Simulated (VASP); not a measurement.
Band structure of VSi2 (space group P6_222). These are r2SCAN meta-GGA, VASP's PBE PAW potentials (set 64) (plane waves; VASP 6.6.1) values and carry that method's errors.

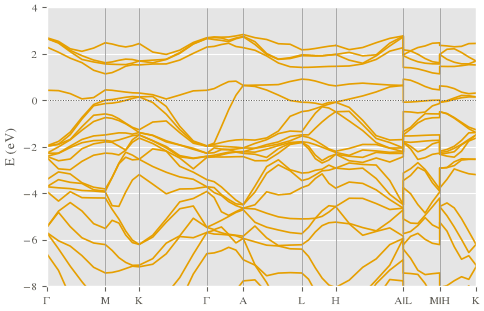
Figure: Bands along high-symmetry lines, zero at the valence-band maximum or, without a gap, the Fermi level

Task: Read the plot: is there a gap, and where are the band edges?

Result: It has no gap at this level: it comes out as a metal or semimetal.

The structure comes from a computed database's VSi2 entry (P6_222); how it stands against other phases isn't given here. It was relaxed first. The run is not spin-polarised, so no magnetic state was tried. The electron count is odd and the run is not spin-polarised, which forces a metal.
